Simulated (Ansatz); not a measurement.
# C₂H₇FO₂SeZr: basis-set convergence

How large a basis does C₂H₇FO₂SeZr need? Two functionals are run in growing sets.

Method: one geometry, several basis sets; program: Ansatz 0.2.0, Gaussian basis.

Plan: PBE0-D4/def2-SVP; ωB97M-V/def2-SVP; PBE0-D4/def2-QZVPP; ωB97M-V/def2-QZVPP; the functionals' def2-TZVPP values are taken from earlier runs.

**1. The geometry**

The geometry comes from an earlier relaxation with PBE0-D4 in a triple-zeta def2 set; it is a stationary point, not always the lowest conformer. Zr takes the def2 core potential; no spin-orbit term is included.

14 atoms, charge 0, spin multiplicity 1.

Atoms are counted from 1 here; the program's logs count them from 0.

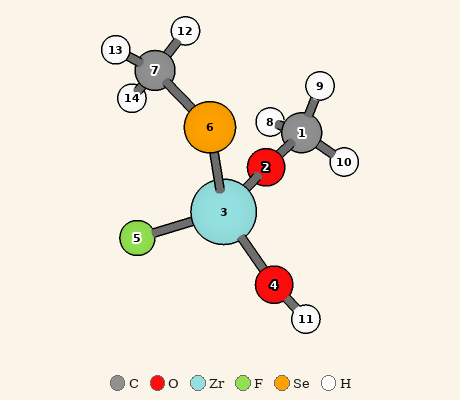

The geometry (carbon grey, oxygen red, zirconium light teal, fluorine green, selenium orange, hydrogen white); atoms are numbered from 1 in the order of the file.

**2. PBE0-D4 in def2-SVP**

The input, in.yaml:

```yaml
crystal:
  periodic: [false, false, false]
  atoms:
    - {symbol: C, position_ang: [1.225875, -2.083781, 0.018796]}
    - {symbol: O, position_ang: [0.134473, -1.228651, -0.089407]}
    - {symbol: Zr, position_ang: [-1.342601, -0.034118, -0.058551]}
    - {symbol: O, position_ang: [-2.848852, -0.739104, 0.881388]}
    - {symbol: F, position_ang: [-1.755103, 0.413710, -1.878591]}
    - {symbol: Se, position_ang: [-0.576965, 2.104769, 1.167780]}
    - {symbol: C, position_ang: [0.821112, 2.401430, -0.193066]}
    - {symbol: H, position_ang: [1.704761, -2.213002, -0.956710]}
    - {symbol: H, position_ang: [1.961329, -1.674217, 0.718385]}
    - {symbol: H, position_ang: [0.908891, -3.065815, 0.383622]}
    - {symbol: H, position_ang: [-3.467634, -1.304306, 1.335033]}
    - {symbol: H, position_ang: [1.773282, 2.034982, 0.183064]}
    - {symbol: H, position_ang: [0.875657, 3.473558, -0.370421]}
    - {symbol: H, position_ang: [0.585795, 1.914536, -1.141312]}
basis:
  gaussian: {orbitals: def2-SVP}
hamiltonian: {xc: pbe0, dispersion: d4}
output: {orbitals: {seedname: orbitals}}
```

Started as:

```bash
$ ansatz run in.yaml --threads 2 --pin off --events-out ev --progress --plain --max-ram 20480MiB --backend cpu
```

After this run come: ωB97M-V in def2-SVP; PBE0-D4 in def2-QZVPP; ωB97M-V in def2-QZVPP.

Before running them: what should the planned runs give, taken together? Wanted: PBE0-D4: double and triple zeta above quadruple; ωB97M-V: double and triple zeta above quadruple.

The runs gave:

```
                                       quantity           value
PBE0-D4: double and triple zeta above quadruple  21.00, 1.96 eV
ωB97M-V: double and triple zeta above quadruple  21.23, 1.90 eV
```

PBE0-D4 gains 19.03 eV from double to triple zeta, then 1.96 eV more. Total energies overstate the basis error of differences, where much of it tends to cancel. The LUMO of ωB97M-V is positive and keeps falling with the basis (0.91 to 0.40 eV): an unbound level that the basis holds in place.
